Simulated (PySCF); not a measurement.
C$_{4}$H$_{4}$O, SMILES `c1ccoc1`.

Method: ωB97X/6-31+G*; geometry: GFN2-xTB; program: PySCF. No frequency check shows the geometry to be a minimum.

Coordinates in Å:

```
C1      -0.7009   -0.9611    0.0000
C2       0.7160   -0.9502    0.0000
C3       1.0768    0.3608    0.0000
O4      -0.0096    1.1509    0.0000
C5      -1.0818    0.3441    0.0000
H6      -1.3393   -1.8204    0.0000
H7       1.3677   -1.7995    0.0000
H8       2.0350    0.8412    0.0000
H9      -2.0474    0.8097    0.0000
```

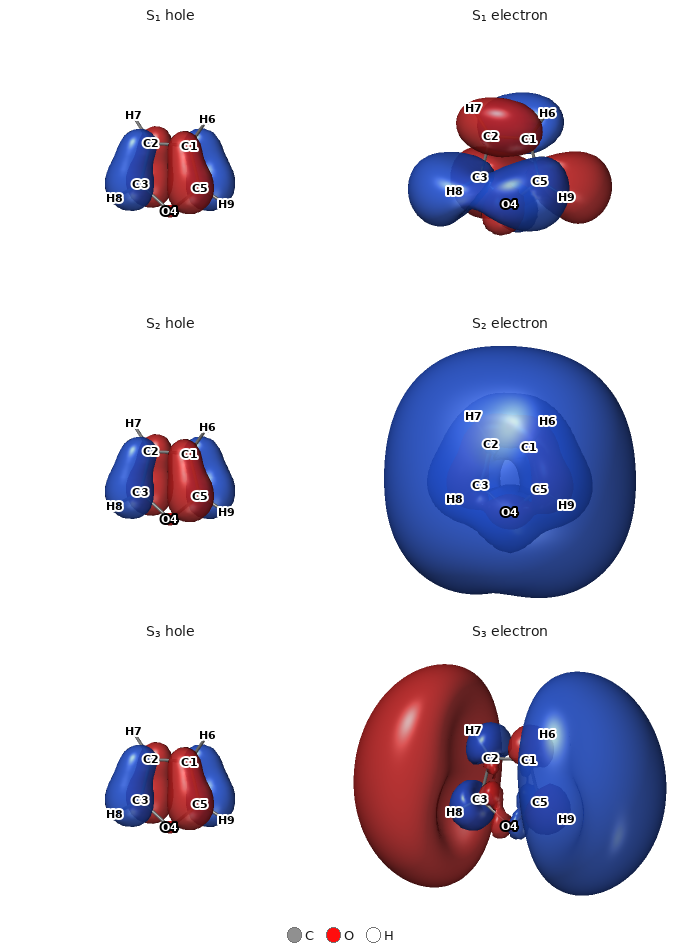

Leading natural transition orbitals (TDA singlet states).

Describe these excited states.

By state:
- S₁: 6.64 eV (187 nm), f = 0.240 (bright), π → π*; the leading pair carries 96 %; hole on C3 and C5 (28 % each), C1 and C2 (15 % each) and O4 (6 %), electron on C3 and C5 (24 % each), O4 (15 %) and C1 and C2 (13 % each); their centroids lie 0.3 Å apart.
- S₂: 6.79 eV (183 nm), f = 0.000 (dark), π → diffuse (Rydberg-like) orbital; the leading pair carries 98 %; hole on C3 and C5 (29 % each) and C1 and C2 (15 % each), electron on C3 and C5 (20 % each), C1 and C2 (15 % each) and O4 (7 %) (atom shares of so diffuse an orbital are rough); their centroids lie 0.1 Å apart.
- S₃: 7.36 eV (169 nm), f = 0.059, π → diffuse (Rydberg-like) orbital; the leading pair carries 91 %; hole on C3 and C5 (27 % each), C1 and C2 (17 % each) and O4 (5 %), electron on C3 and C5 (18 % each), C1 and C2 (14 % each) and H8 and H9 (10 % each) (atom shares of so diffuse an orbital are rough); their centroids lie 0.3 Å apart; S₄ lies within 0.1 eV of it.
